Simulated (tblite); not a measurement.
# Geometry relaxation, with input and output: C6H10OSSi2 (part 2 of 2)

The same run, continued: C6H10OSSi2; GFN2-xTB geometry optimisation, gas phase (tblite 0.8.0). It belongs to a series of runs on one base structure; here: H on Si replaced by 2-thienyl.

Geometry of the input (Å):
```
C  3.1890  -0.4320  -0.8482
C  3.4954  0.8497  -0.4478
S  2.2993  1.5214  0.5626
C  1.3117  0.1195  0.4403
Si -0.3101  0.1529  1.3827
C  -1.5013  1.2512  0.2834
C  -2.2467  0.3054  -0.6950
Si -2.4511  -1.4042  0.1918
O  -1.1366  -1.3402  1.2736
C  1.9165  -0.8560  -0.3314
H  3.8180  -1.0315  -1.4830
H  4.3866  1.4089  -0.6722
H  -0.2217  0.6433  2.7832
H  -0.9507  2.0371  -0.2511
H  -2.2142  1.7315  0.9731
H  -1.6419  0.1380  -1.5760
H  -3.2113  0.7216  -0.9921
H  -3.7273  -1.4515  0.9532
H  -2.2959  -2.5287  -0.7604
H  1.4873  -1.8257  -0.5256
```

**Trajectory as extended XYZ, continued**
```
20
Properties=species:S:1:pos:R:3:forces:R:3 step=37 energy=-783.25632
C     3.1764   -0.4553   -0.8159   -0.0090  -0.0040   0.0010
C     3.5581    0.7900   -0.4322    0.0100  -0.0170  -0.0020
S     2.3862    1.5413    0.5758   -0.0290  -0.0270  -0.0090
C     1.3457    0.1566    0.4785    0.0010  -0.0100   0.0020
Si   -0.3380    0.1976    1.2843    0.0120   0.0020  -0.0110
C    -1.5610    1.2647    0.2768   -0.0160   0.0050  -0.0070
C    -2.2976    0.3186   -0.6871    0.0060   0.0060   0.0050
Si   -2.4036   -1.3818    0.1723    0.0040   0.0280  -0.0080
O    -1.0562   -1.2649    1.0982    0.0130   0.0010   0.0140
C     1.9140   -0.8121   -0.2960    0.0020   0.0060  -0.0020
H     3.7666   -1.0945   -1.4486    0.0090   0.0050   0.0040
H     4.4563    1.3200   -0.6799    0.0160  -0.0060   0.0070
H    -0.3018    0.4630    2.7190    0.0090   0.0060   0.0020
H    -1.0901    2.0844   -0.2664   -0.0260   0.0160   0.0030
H    -2.2827    1.7141    0.9602   -0.0140   0.0170  -0.0100
H    -1.7047    0.2162   -1.5989   -0.0100  -0.0120   0.0000
H    -3.2569    0.7387   -0.9902    0.0090  -0.0100   0.0260
H    -3.5405   -1.4951    1.0796   -0.0250  -0.0160   0.0080
H    -2.2024   -2.5369   -0.6903    0.0150  -0.0010  -0.0160
H     1.4272   -1.7541   -0.4781    0.0220   0.0130  -0.0090
20
Properties=species:S:1:pos:R:3:forces:R:3 step=40 energy=-783.25705
C     3.1778   -0.4593   -0.8125    0.0230  -0.0020  -0.0150
C     3.5639    0.7847   -0.4305    0.0120   0.0070   0.0190
S     2.3915    1.5403    0.5743    0.0140   0.0310  -0.0050
C     1.3478    0.1613    0.4757   -0.0160  -0.0130   0.0050
Si   -0.3346    0.2033    1.2794   -0.0530   0.0140   0.0030
C    -1.5668    1.2666    0.2769   -0.0060   0.0190   0.0080
C    -2.3040    0.3205   -0.6851    0.0150  -0.0100  -0.0020
Si   -2.3991   -1.3814    0.1699   -0.0060  -0.0260   0.0270
O    -1.0483   -1.2613    1.0923   -0.0150  -0.0070  -0.0050
C     1.9137   -0.8098   -0.2963   -0.0010  -0.0100  -0.0130
H     3.7683   -1.1008   -1.4411    0.0200  -0.0170  -0.0170
H     4.4659    1.3092   -0.6757    0.0110   0.0000   0.0090
H    -0.3000    0.4716    2.7141    0.0110   0.0010  -0.0040
H    -1.1029    2.0916   -0.2643   -0.0210   0.0090  -0.0080
H    -2.2898    1.7101    0.9626   -0.0070   0.0190   0.0070
H    -1.7150    0.2174   -1.5987    0.0070   0.0030  -0.0210
H    -3.2648    0.7384   -0.9850   -0.0020  -0.0090   0.0260
H    -3.5321   -1.5079    1.0826   -0.0040  -0.0060  -0.0070
H    -2.1999   -2.5360   -0.6971    0.0190   0.0300   0.0030
H     1.4233   -1.7479   -0.4803    0.0000  -0.0340  -0.0120
20
Properties=species:S:1:pos:R:3:forces:R:3 step=43 energy=-783.25869
C     3.1853   -0.4671   -0.8083    0.0170  -0.0020   0.0020
C     3.5761    0.7746   -0.4230    0.0030   0.0020   0.0100
S     2.3985    1.5388    0.5707    0.0350   0.0080  -0.0110
C     1.3485    0.1637    0.4685   -0.0040   0.0130  -0.0330
Si   -0.3356    0.2162    1.2700   -0.0010   0.0090   0.0100
C    -1.5797    1.2743    0.2776   -0.0060   0.0050   0.0070
C    -2.3142    0.3233   -0.6808   -0.0150  -0.0300   0.0000
Si   -2.3944   -1.3825    0.1703   -0.0160  -0.0430   0.0230
O    -1.0410   -1.2534    1.0876   -0.0310   0.0130   0.0050
C     1.9145   -0.8095   -0.3014    0.0020  -0.0150  -0.0130
H     3.7797   -1.1140   -1.4289   -0.0040   0.0000  -0.0070
H     4.4847    1.2905   -0.6637   -0.0070   0.0080   0.0230
H    -0.2872    0.4945    2.7031   -0.0050  -0.0110  -0.0090
H    -1.1329    2.1099   -0.2615    0.0090  -0.0110  -0.0230
H    -2.3048    1.7075    0.9680   -0.0030   0.0050   0.0230
H    -1.7345    0.2177   -1.6007    0.0110   0.0400   0.0030
H    -3.2787    0.7387   -0.9700   -0.0240  -0.0200  -0.0030
H    -3.5230   -1.5408    1.0856    0.0200   0.0190  -0.0220
H    -2.1872   -2.5269   -0.7100    0.0210   0.0380   0.0130
H     1.4207   -1.7448   -0.4921   -0.0010  -0.0280   0.0000
20
Properties=species:S:1:pos:R:3:forces:R:3 step=46 energy=-783.25980
C     3.1909   -0.4722   -0.8055   -0.0130  -0.0120   0.0090
C     3.5839    0.7683   -0.4179    0.0110  -0.0220  -0.0120
S     2.4057    1.5382    0.5681   -0.0260  -0.0280  -0.0010
C     1.3485    0.1663    0.4600   -0.0010   0.0110  -0.0290
Si   -0.3361    0.2248    1.2644    0.0280  -0.0030  -0.0260
C    -1.5888    1.2793    0.2782   -0.0140  -0.0200  -0.0060
C    -2.3222    0.3224   -0.6783   -0.0130   0.0260   0.0120
Si   -2.3931   -1.3856    0.1726    0.0200   0.0540  -0.0270
O    -1.0404   -1.2464    1.0864    0.0080   0.0150   0.0400
C     1.9153   -0.8110   -0.3056    0.0020   0.0130   0.0000
H     3.7855   -1.1213   -1.4238   -0.0020   0.0040  -0.0010
H     4.4946    1.2818   -0.6541    0.0110   0.0080   0.0160
H    -0.2815    0.5025    2.6967   -0.0070  -0.0070   0.0040
H    -1.1494    2.1182   -0.2637   -0.0050  -0.0370  -0.0040
H    -2.3135    1.7073    0.9736    0.0150  -0.0050  -0.0010
H    -1.7441    0.2236   -1.6010   -0.0100   0.0260   0.0300
H    -3.2894    0.7360   -0.9626   -0.0140  -0.0350  -0.0060
H    -3.5161   -1.5563    1.0867   -0.0320   0.0140   0.0170
H    -2.1751   -2.5182   -0.7148    0.0240  -0.0240  -0.0240
H     1.4200   -1.7468   -0.4981    0.0180   0.0220   0.0100
20
Properties=species:S:1:pos:R:3:forces:R:3 step=49 energy=-783.26173
C     3.2022   -0.4864   -0.7975    0.0080   0.0040  -0.0140
C     3.6052    0.7501   -0.4078   -0.0040   0.0070   0.0070
S     2.4216    1.5349    0.5595   -0.0290   0.0120   0.0000
C     1.3484    0.1786    0.4356   -0.0100  -0.0110   0.0120
Si   -0.3321    0.2449    1.2482   -0.0210  -0.0070  -0.0070
C    -1.6116    1.2861    0.2805    0.0150  -0.0040   0.0060
C    -2.3430    0.3233   -0.6696   -0.0030   0.0390   0.0030
Si   -2.3839   -1.3875    0.1729    0.0210   0.0220  -0.0160
O    -1.0334   -1.2296    1.0866    0.0050  -0.0140   0.0240
C     1.9163   -0.8097   -0.3151    0.0080   0.0180  -0.0060
H     3.7968   -1.1402   -1.4100    0.0080  -0.0210  -0.0030
H     4.5230    1.2583   -0.6285    0.0100  -0.0210   0.0020
H    -0.2718    0.5252    2.6804    0.0080  -0.0040  -0.0060
H    -1.1889    2.1293   -0.2674   -0.0110  -0.0160   0.0080
H    -2.3315    1.7033    0.9876    0.0250  -0.0020  -0.0090
H    -1.7700    0.2430   -1.5965   -0.0210  -0.0110   0.0010
H    -3.3198    0.7198   -0.9435   -0.0200  -0.0040  -0.0050
H    -3.5017   -1.5878    1.0891   -0.0100   0.0150   0.0000
H    -2.1487   -2.5016   -0.7348    0.0210  -0.0270  -0.0030
H     1.4177   -1.7433   -0.5085    0.0020   0.0250   0.0030
20
Properties=species:S:1:pos:R:3:forces:R:3 step=52 energy=-783.26227
C     3.2049   -0.4879   -0.7975   -0.0020   0.0070   0.0000
C     3.6080    0.7480   -0.4055   -0.0040   0.0060   0.0010
S     2.4211    1.5354    0.5575    0.0030   0.0070  -0.0100
C     1.3475    0.1797    0.4321    0.0040   0.0030   0.0030
Si   -0.3326    0.2469    1.2456    0.0040  -0.0130   0.0080
C    -1.6138    1.2866    0.2814   -0.0040   0.0020  -0.0070
C    -2.3470    0.3259   -0.6677   -0.0120  -0.0260  -0.0050
Si   -2.3809   -1.3867    0.1716   -0.0070  -0.0250   0.0030
O    -1.0327   -1.2286    1.0898   -0.0140  -0.0090  -0.0030
C     1.9172   -0.8080   -0.3176   -0.0030  -0.0010  -0.0040
H     3.7995   -1.1450   -1.4076   -0.0020   0.0020   0.0120
H     4.5286    1.2523   -0.6236    0.0030  -0.0090   0.0070
H    -0.2689    0.5299    2.6772    0.0080  -0.0030  -0.0030
H    -1.1955    2.1299   -0.2673    0.0160   0.0160  -0.0060
H    -2.3317    1.7027    0.9897    0.0040   0.0080   0.0160
H    -1.7765    0.2453   -1.5956   -0.0130   0.0000  -0.0140
H    -3.3269    0.7165   -0.9403   -0.0040   0.0120   0.0090
H    -3.5005   -1.5908    1.0877    0.0180   0.0170  -0.0230
H    -2.1425   -2.5008   -0.7385    0.0160   0.0050   0.0220
H     1.4176   -1.7404   -0.5102   -0.0070  -0.0010  -0.0070
20
Properties=species:S:1:pos:R:3:forces:R:3 step=55 energy=-783.26272
C     3.2080   -0.4896   -0.7968   -0.0190  -0.0040   0.0140
C     3.6115    0.7454   -0.4022    0.0030  -0.0060  -0.0130
S     2.4216    1.5363    0.5540    0.0070  -0.0030  -0.0050
C     1.3469    0.1812    0.4272    0.0030   0.0110  -0.0080
Si   -0.3332    0.2485    1.2421    0.0100   0.0030  -0.0090
C    -1.6183    1.2882    0.2810   -0.0010  -0.0080  -0.0060
C    -2.3544    0.3262   -0.6662    0.0050  -0.0030   0.0000
Si   -2.3784   -1.3883    0.1706   -0.0010   0.0070  -0.0080
O    -1.0345   -1.2269    1.0935    0.0060   0.0060  -0.0080
C     1.9179   -0.8067   -0.3213   -0.0130  -0.0050   0.0060
H     3.8031   -1.1505   -1.4028   -0.0030   0.0180   0.0150
H     4.5359    1.2442   -0.6157    0.0040   0.0090   0.0070
H    -0.2634    0.5334    2.6725    0.0050  -0.0010   0.0070
H    -1.2029    2.1333   -0.2688    0.0060  -0.0080   0.0060
H    -2.3321    1.7035    0.9948    0.0040  -0.0010  -0.0060
H    -1.7872    0.2489   -1.5967   -0.0170   0.0020  -0.0090
H    -3.3366    0.7150   -0.9353    0.0130   0.0030   0.0210
H    -3.4965   -1.5941    1.0845   -0.0180   0.0010   0.0000
H    -2.1294   -2.4990   -0.7387    0.0120  -0.0140   0.0040
H     1.4170   -1.7383   -0.5142   -0.0070  -0.0080  -0.0110
20
Properties=species:S:1:pos:R:3:forces:R:3 step=58 energy=-783.26312
C     3.2085   -0.4924   -0.7934    0.0120  -0.0050  -0.0020
C     3.6166    0.7413   -0.4006   -0.0040   0.0030   0.0090
S     2.4256    1.5379    0.5492    0.0000   0.0060   0.0080
C     1.3470    0.1863    0.4214   -0.0150   0.0010  -0.0060
Si   -0.3320    0.2520    1.2373   -0.0100   0.0140   0.0080
C    -1.6232    1.2887    0.2805    0.0210  -0.0010   0.0100
C    -2.3610    0.3255   -0.6644    0.0110   0.0230   0.0010
Si   -2.3751   -1.3900    0.1684    0.0040   0.0030   0.0060
O    -1.0324   -1.2243    1.0925    0.0120   0.0100  -0.0090
C     1.9158   -0.8053   -0.3236    0.0010   0.0020  -0.0010
H     3.8057   -1.1547   -1.3945    0.0070  -0.0110  -0.0060
H     4.5457    1.2352   -0.6068   -0.0100   0.0010  -0.0020
H    -0.2584    0.5385    2.6679    0.0030  -0.0050  -0.0030
H    -1.2110    2.1361   -0.2687    0.0010  -0.0170  -0.0010
H    -2.3336    1.7026    0.9989    0.0010  -0.0110  -0.0190
H    -1.8015    0.2533   -1.5997   -0.0040   0.0020  -0.0100
H    -3.3454    0.7130   -0.9250   -0.0100   0.0010   0.0150
H    -3.4932   -1.5983    1.0814   -0.0210  -0.0070   0.0020
H    -2.1166   -2.4990   -0.7403    0.0050  -0.0140   0.0010
H     1.4133   -1.7357   -0.5194   -0.0060   0.0040  -0.0010
20
Properties=species:S:1:pos:R:3:forces:R:3 step=61 energy=-783.26341
C     3.2088   -0.4932   -0.7920    0.0080  -0.0010  -0.0030
C     3.6170    0.7408   -0.3997   -0.0010  -0.0040   0.0120
S     2.4257    1.5393    0.5478   -0.0090  -0.0050   0.0060
C     1.3454    0.1885    0.4184    0.0030   0.0000  -0.0050
Si   -0.3319    0.2533    1.2371    0.0090  -0.0030   0.0050
C    -1.6217    1.2880    0.2804   -0.0050   0.0040  -0.0100
C    -2.3620    0.3267   -0.6640   -0.0070  -0.0150  -0.0010
Si   -2.3738   -1.3905    0.1676   -0.0020  -0.0060   0.0040
O    -1.0313   -1.2231    1.0918    0.0000   0.0000  -0.0050
C     1.9145   -0.8045   -0.3247    0.0070   0.0050  -0.0070
H     3.8071   -1.1560   -1.3913    0.0020  -0.0110  -0.0040
H     4.5476    1.2328   -0.6033   -0.0080   0.0030  -0.0050
H    -0.2554    0.5382    2.6671    0.0010  -0.0010   0.0090
H    -1.2107    2.1345   -0.2690    0.0160   0.0070  -0.0130
H    -2.3321    1.7019    0.9979   -0.0100   0.0000  -0.0010
H    -1.8088    0.2550   -1.6032    0.0000   0.0110   0.0010
H    -3.3487    0.7132   -0.9179   -0.0030   0.0030   0.0110
H    -3.4962   -1.5975    1.0783    0.0060  -0.0070  -0.0140
H    -2.1095   -2.5023   -0.7381   -0.0060   0.0080   0.0140
H     1.4111   -1.7343   -0.5220   -0.0010   0.0130   0.0050
20
Properties=species:S:1:pos:R:3:forces:R:3 step=64 energy=-783.26358
C     3.2106   -0.4944   -0.7913   -0.0050   0.0010   0.0010
C     3.6180    0.7393   -0.3971    0.0060  -0.0040   0.0000
S     2.4252    1.5392    0.5474    0.0050  -0.0040  -0.0010
C     1.3445    0.1898    0.4148    0.0060  -0.0020   0.0040
Si   -0.3312    0.2549    1.2367   -0.0010  -0.0040  -0.0060
C    -1.6220    1.2884    0.2795   -0.0040   0.0010  -0.0050
C    -2.3641    0.3265   -0.6635   -0.0030   0.0010   0.0020
Si   -2.3730   -1.3911    0.1678    0.0040   0.0080  -0.0040
O    -1.0307   -1.2214    1.0913    0.0010  -0.0070   0.0070
C     1.9147   -0.8036   -0.3267   -0.0010   0.0000  -0.0020
H     3.8091   -1.1588   -1.3895   -0.0030   0.0040   0.0060
H     4.5484    1.2313   -0.6005    0.0010   0.0070  -0.0010
H    -0.2527    0.5384    2.6670    0.0000   0.0000   0.0050
H    -1.2103    2.1343   -0.2712    0.0020  -0.0010  -0.0020
H    -2.3330    1.7013    0.9972    0.0010   0.0090  -0.0060
H    -1.8144    0.2583   -1.6051   -0.0060   0.0030   0.0040
H    -3.3524    0.7133   -0.9114    0.0010  -0.0040   0.0030
H    -3.4973   -1.5997    1.0750    0.0040  -0.0070  -0.0040
H    -2.1041   -2.5029   -0.7354   -0.0070  -0.0020   0.0020
H     1.4097   -1.7323   -0.5238   -0.0020   0.0000  -0.0010
20
Properties=species:S:1:pos:R:3:forces:R:3 step=67 energy=-783.26364
C     3.2111   -0.4954   -0.7904    0.0030   0.0000   0.0000
C     3.6204    0.7375   -0.3958   -0.0010   0.0040  -0.0010
S     2.4271    1.5393    0.5467    0.0060   0.0020   0.0050
C     1.3451    0.1913    0.4136   -0.0040   0.0000   0.0050
Si   -0.3308    0.2560    1.2353   -0.0040   0.0020   0.0060
C    -1.6235    1.2889    0.2789    0.0080   0.0020   0.0060
C    -2.3662    0.3266   -0.6627    0.0010   0.0060   0.0010
Si   -2.3712   -1.3911    0.1671    0.0010  -0.0060   0.0030
O    -1.0289   -1.2212    1.0906   -0.0010   0.0020   0.0020
C     1.9144   -0.8027   -0.3276   -0.0020  -0.0010   0.0030
H     3.8095   -1.1608   -1.3870    0.0020  -0.0020  -0.0020
H     4.5509    1.2295   -0.5989    0.0010   0.0020  -0.0010
H    -0.2518    0.5401    2.6662   -0.0010  -0.0030  -0.0090
H    -1.2122    2.1350   -0.2720   -0.0010  -0.0040  -0.0030
H    -2.3342    1.7017    0.9970    0.0040   0.0090  -0.0030
H    -1.8190    0.2604   -1.6055   -0.0020   0.0000  -0.0050
H    -3.3554    0.7121   -0.9074   -0.0090  -0.0010  -0.0010
H    -3.4954   -1.6031    1.0734    0.0010  -0.0050   0.0010
H    -2.1031   -2.5030   -0.7357   -0.0030  -0.0040  -0.0030
H     1.4078   -1.7305   -0.5248    0.0000  -0.0040  -0.0030
20
Properties=species:S:1:pos:R:3:forces:R:3 step=70 energy=-783.26370
C     3.2112   -0.4950   -0.7904    0.0000   0.0000   0.0010
C     3.6204    0.7378   -0.3954   -0.0040   0.0020  -0.0030
S     2.4272    1.5388    0.5477   -0.0050  -0.0020   0.0070
C     1.3449    0.1905    0.4142    0.0020   0.0010   0.0010
Si   -0.3311    0.2554    1.2359    0.0040   0.0010  -0.0010
C    -1.6221    1.2893    0.2786   -0.0030   0.0000  -0.0040
C    -2.3664    0.3273   -0.6623   -0.0030  -0.0080   0.0000
Si   -2.3709   -1.3910    0.1672   -0.0030  -0.0070  -0.0010
O    -1.0299   -1.2216    1.0927   -0.0030   0.0060  -0.0040
C     1.9143   -0.8030   -0.3278    0.0030   0.0010   0.0040
H     3.8100   -1.1605   -1.3868    0.0000   0.0000  -0.0030
H     4.5499    1.2317   -0.5991    0.0010  -0.0050   0.0000
H    -0.2509    0.5389    2.6663   -0.0020   0.0010   0.0030
H    -1.2098    2.1336   -0.2738    0.0060   0.0010  -0.0040
H    -2.3326    1.7050    0.9950    0.0040   0.0070   0.0040
H    -1.8209    0.2613   -1.6062   -0.0020   0.0000  -0.0010
H    -3.3566    0.7120   -0.9056    0.0010  -0.0010   0.0030
H    -3.4965   -1.6047    1.0713    0.0000  -0.0020   0.0040
H    -2.1033   -2.5044   -0.7340    0.0010   0.0000  -0.0060
H     1.4078   -1.7308   -0.5261    0.0040   0.0040  -0.0010
```

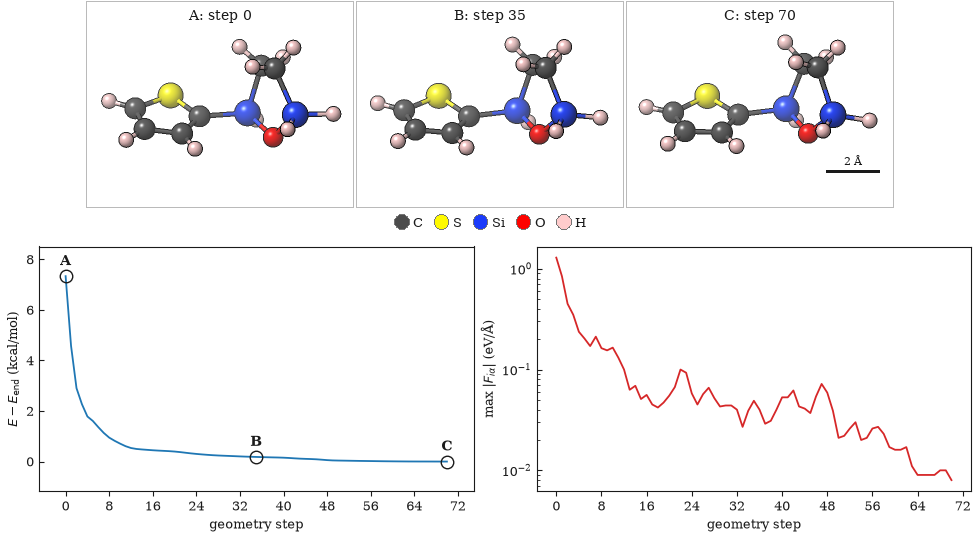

*Frames of the relaxation (ball-and-stick view, seen at a tilt) above the curves, on which the letters mark them (steps are counted from 0).*

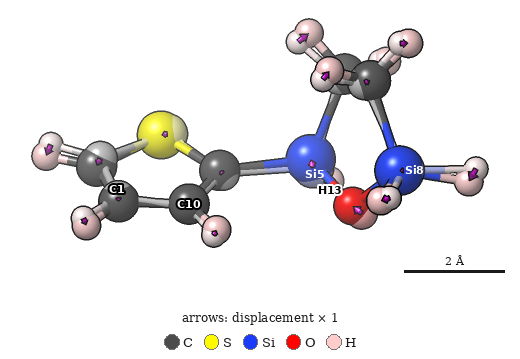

*Start (faint) and end (solid) with the displacements as pink arrows, at true length (ball-and-stick view, seen at a tilt). The two geometries are laid on each other by the best rigid fit.*

The largest move after the best rigid fit is that of H18, 0.30 Å. By element the largest moves are H 0.30 Å, O 0.24 Å, Si 0.18 Å, C 0.18 Å, S 0.13 Å. Among the contacts that change: Si5–O9 1.710 → 1.640 Å, Si8–O9 1.704 → 1.638 Å, Si5–C6 1.958 → 1.911 Å, C7–Si8 1.937 → 1.908 Å. Among the angles that change: C4–Si5–C6 104.7° → 113.9°, O9–Si5–H13 112.1° → 106.5°, O9–Si8–H19 110.8° → 106.1°. The energy falls by 7.34 kcal/mol in 70 geometry steps. The largest force component goes from 1.3 to 0.008 eV/Å. (Atoms are counted from 1 in the order of the input.)
